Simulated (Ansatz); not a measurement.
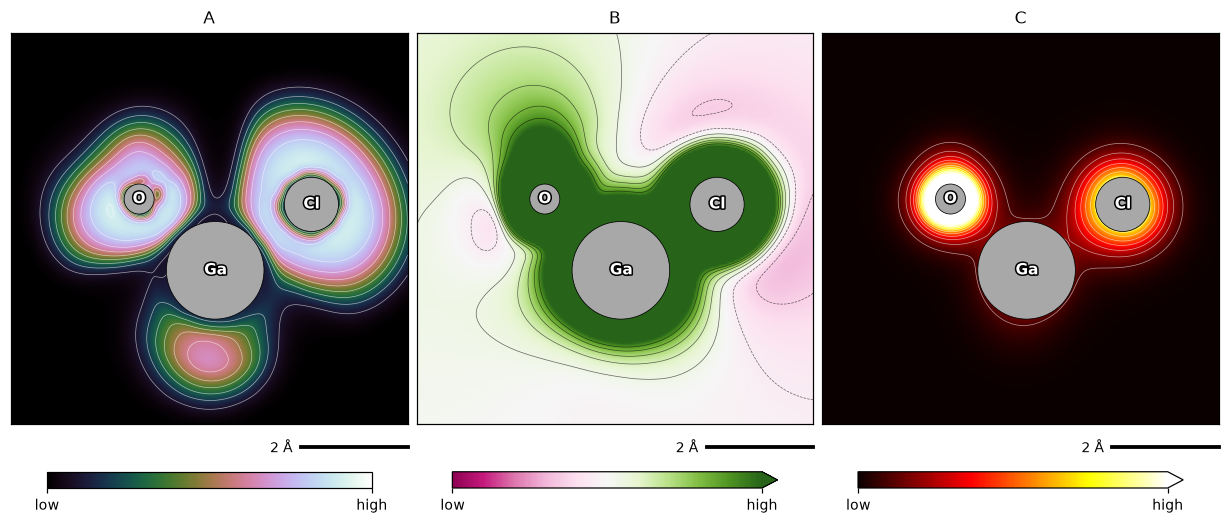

ClGa₂H₃O: 3 fields on the plane of atoms Cl1, Ga2 and O4, with unlabelled colour scales. Grey discs cover the atomic cores.

Geometry: PBE0-D3(BJ)/def2-SVP.

These are results of isolated molecule in a Gaussian basis; Kohn-Sham density functional theory, functional PBE0 (Ansatz 0.2.0), not measurements.

Input file:

```
crystal:
  periodic: [false, false, false]
  atoms:
    - {symbol: Cl, position_ang: [0.347668, 0.146643, 2.011891]}
    - {symbol: Ga, position_ang: [0.180598, -0.972994, 0.137171]}
    - {symbol: Ga, position_ang: [-2.562868, -0.268942, -0.613627]}
    - {symbol: O, position_ang: [-0.702595, 0.313090, -1.045108]}
    - {symbol: H, position_ang: [-1.262000, -1.769690, 0.153488]}
    - {symbol: H, position_ang: [-0.393039, 1.219174, -1.155123]}
    - {symbol: H, position_ang: [1.451684, -1.607202, -0.494192]}
basis:
  gaussian: {orbitals: def2-TZVPD}
hamiltonian: {xc: {name: PBE0}}
output: {forces: true, orbitals: {seedname: orbitals}}
```

Launched as:

```sh
ansatz run input.yaml --threads 2 --pin off --max-ram 4350MiB --events-out events.jsonl --progress --plain --runs-dir runs
```

**Match the panels to the quantities (electron density, electron localisation function and electrostatic potential).**

Panel A: electron localisation function. Panel B: electrostatic potential (strongly positive close to the atoms, with negative regions outside electron-rich atoms). Panel C: electron density. From the grid: Ga–O (1.96 Å): the density is about 0.6 e/Å³ at the midpoint; the ELF peaks at about 0.85 in the valence shell of O, 0.6 Å from its nucleus, and is about 0.20 at the midpoint. Ga–Cl (2.19 Å): ρ is about 0.67 e/Å³ halfway; the ELF peaks at about 0.85 in the valence shell of Cl, 0.8 Å from its nucleus, and is about 0.60 at the midpoint.
